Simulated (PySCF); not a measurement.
**C6H7NO: density, localisation and related maps**

The calculation's input:

```
{"job": {"xc": "wB97X-D", "basis": "pcSseg-1", "solvent": "chloroform", "kind": "nmr", "pop": true}, "charge": 0, "multiplicity": 1}
O      2.569654    -0.443221     1.329416
C      1.989422    -0.419160     0.074883
C      0.755092     0.453807     0.047560
C     -0.063040     0.584494    -1.079921
C     -1.168312     1.421711    -1.004090
C     -1.423884     2.102029     0.188050
C     -0.553039     1.906268     1.254326
N      0.507213     1.102843     1.181315
H      2.047292     0.196324     1.849586
H      1.705240    -1.438486    -0.255410
H      2.693481    -0.036940    -0.695698
H      0.168618     0.034052    -1.994960
H     -1.829406     1.544832    -1.865396
H     -2.282137     2.768659     0.289440
H     -0.714338     2.417200     2.209875
```

Command:

```sh
OMP_NUM_THREADS=1 python ens_run.py task.json out
```

Geometry: PBE0-D3(BJ)/def2-SVP.

The calculation used wB97X-D/pcSseg-1, SCF density, in a chloroform solvent model, non-relativistic (PySCF).

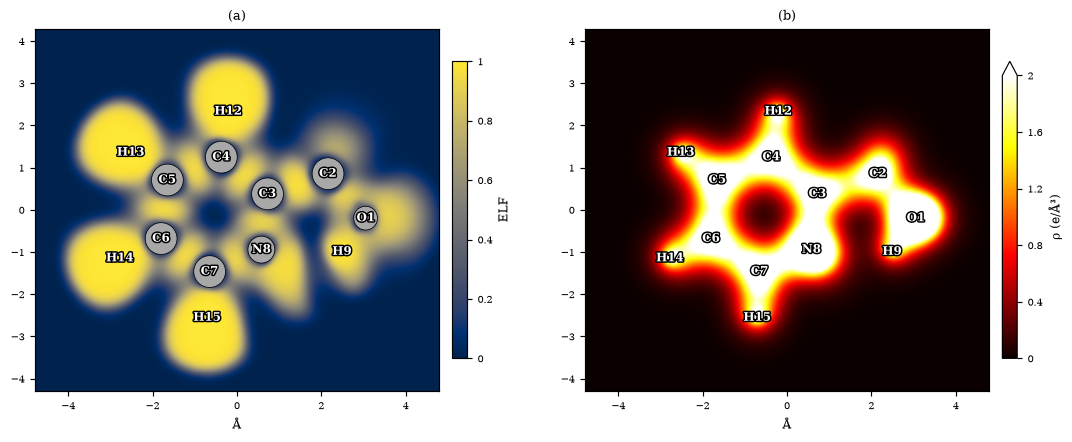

Figure 1. (a) ELF; (b) total electron density on the plane of atoms C5, C6 and H14. Grey discs cover the atomic cores in the ELF map.

> Interpret the plot.

- The section cuts through O, C, N and H sites.
- C–N (1.33 Å): ρ at the midpoint is about 2.5 e/Å³; the ELF peaks at about 0.90 between the atoms, as expected for localised, covalent bonding.
- C–O (1.38 Å): ρ is about 2.2 e/Å³ halfway, with its minimum of 1.9 e/Å³ about 0.5 Å from C; the ELF peaks at about 0.90 between the atoms; a polar covalent bond.
- C–C (1.39 Å): ρ is about 2.1 e/Å³ halfway; the ELF peaks at about 0.95 between the atoms; localised, covalent bonding.
- O–H (0.98 Å): ρ at the midpoint is about 3.7 e/Å³; the ELF climbs to about 1 towards the hydrogen, as it does in any bond to H: an ordinary covalent bond to hydrogen.
- C–C (1.51 Å): ρ is about 1.7 e/Å³ halfway; the ELF peaks at about 0.95 between the atoms; localised, covalent bonding.
- The ELF also peaks beside N8 and O1, away from the bonds: lone-pair regions.

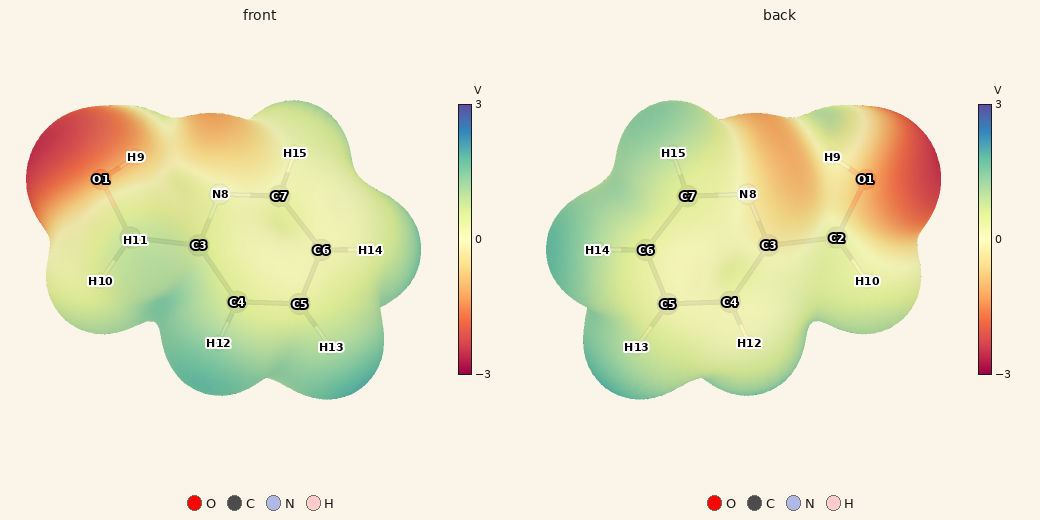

Figure 2. The molecular electrostatic potential painted on the density surface at 0.004 e/bohr³, seen from the front and from behind; the colour scale runs from red (negative) to blue (positive).

> Where is the surface potential most negative and most positive?

The most negative region (about −2.5 V, or −58 kcal/mol for a unit charge) lies over O1, the most positive (about +1.9 V, or +44 kcal/mol for a unit charge) over H12 and H13. O1 is the likeliest acceptor of a hydrogen bond.

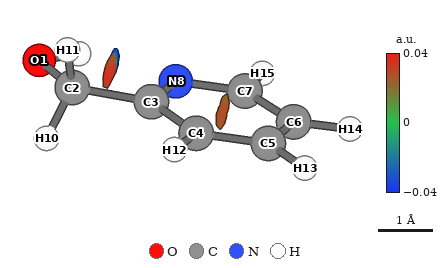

Figure 3. Non-covalent interaction (NCI) plot: the surface where the reduced density gradient is 0.4, for densities under 0.05 a.u., coloured by sign(λ₂)ρ; seen at an oblique angle.

> Identify the weak interactions.

H9···N8 (1.9 Å): a hydrogen bond (blue, attractive); inside the ring or cage of C3, C4, C5, C6, C7 and N8: steric crowding (red).
